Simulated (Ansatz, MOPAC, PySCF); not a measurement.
Bond stretch in Br2Ge, SMILES [Br][Ge][Br]. The Ge1–Br3 bond (Ge1 also carries Br; Br3 carries nothing else) is pulled apart rigidly from the PBE0/def2-TZVP optimised geometry.

```
3

Ge     0.0000     0.0000     0.0000
Br     0.0000     2.2978    -0.4530
Br     0.0000     0.0000     2.3421
```

- UKS-B3LYP/LANL2DZ = unrestricted B3LYP/LANL2DZ, with its core potentials past Ne run with PySCF
- UKS-B3LYP = Ansatz (a first-principles code) with unrestricted B3LYP/cc-pVDZ
- UCCSD(T) = CCSD(T) on UHF/cc-pVDZ, cores with 3d frozen (Ansatz)
- RKS-B3LYP/LANL2DZ = restricted B3LYP/LANL2DZ, with its core potentials past Ne (PySCF)
- PM6, restricted, heats of formation (MOPAC)

Energies are in eV, each relative to the lowest point of its own curve near equilibrium.

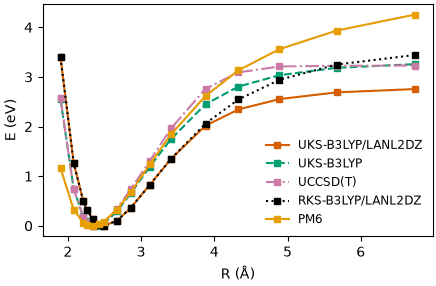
Figure. Energy against bond length for each method.

```
R / Å  UKS-B3LYP/LANL2DZ  UKS-B3LYP  UCCSD(T)  RKS-B3LYP/LANL2DZ    PM6
-----  -----------------  ---------  --------  -----------------  -----
1.90               3.395      2.548     2.586              3.395  1.164
2.08               1.267      0.744     0.735              1.267  0.323
2.21               0.503      0.193     0.182              0.503  0.066
2.26               0.321      0.086     0.077              0.321  0.022
2.34               0.128      0.001     0.000              0.128  0.000
2.43               0.021      0.000     0.012              0.021  0.033
2.49               0.000      0.041     0.061              0.000  0.083
2.67               0.100      0.288     0.338              0.100  0.323
2.86               0.363      0.654     0.735              0.363  0.678
3.12               0.826      1.193     1.310              0.826  1.239
3.41               1.351      1.750     1.962              1.351  1.845
3.88               2.018      2.450     2.762              2.061  2.617
4.33               2.345      2.806     3.092              2.547  3.134
4.89               2.554      3.035     3.211              2.942  3.560
5.67               2.689      3.184     3.224              3.249  3.934
6.74               2.755      3.257     3.230              3.443  4.257
```

At the longest distance, 6.74 Å, PM6 lies highest above its minimum (4.257 eV) and UKS-B3LYP/LANL2DZ lowest (2.755 eV).

The unrestricted determinant behind UKS-B3LYP/LANL2DZ, UKS-B3LYP is spin-contaminated at 3.88 to 6.74 Å (<S²> up to 0.8, against 0.00 for a pure singlet). The unrestricted determinant behind UCCSD(T) is spin-contaminated at 3.41 to 6.74 Å (<S²> up to 1.0, against 0.00 for a pure singlet). The restricted form behind RKS-B3LYP/LANL2DZ, PM6 keeps the bonding electrons paired and can't separate into open-shell fragments.
